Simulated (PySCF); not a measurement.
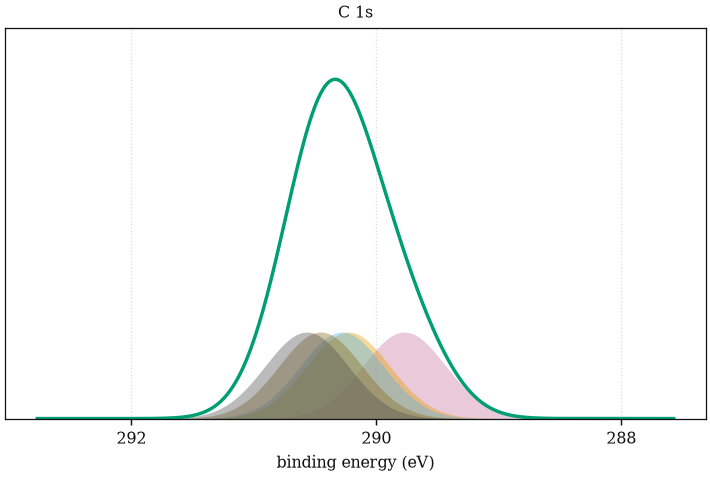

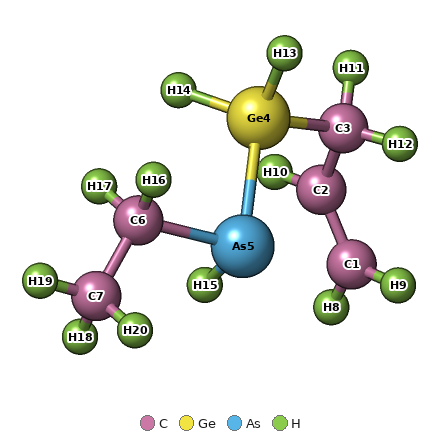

Simulated XPS of C₅H₁₃AsGe, SMILES C=C[CH2][GeH2][AsH]CC, singlet. Vertical core-electron binding energies by ΔSCF (SCAN, pcX-2 on the ionised atom, pcseg-1 elsewhere, spin-free X2C; PySCF 2.14.0, at a PBE0-D3(BJ)/def2-SVP geometry (no frequency check)), gas phase, against the vacuum level. One atom of each kind was ionised; within a panel, areas follow the number of like atoms, Gaussians of 0.8 eV full width. Only the regions named are shown. Lines closer than the width merge in the curve.

> Which atoms give which peak?

```csv
level,atoms,binding energy (eV)
C 1s,C7,290.6
C 1s,C2,290.5
C 1s,C6,290.3
C 1s,C3,290.2
C 1s,C1,289.8
```

> How large is the chemical shift across the C 1s region?

0.8 eV, from C1 at 289.8 eV to C7 at 290.6 eV.

Note: one conformer of a flexible molecule.
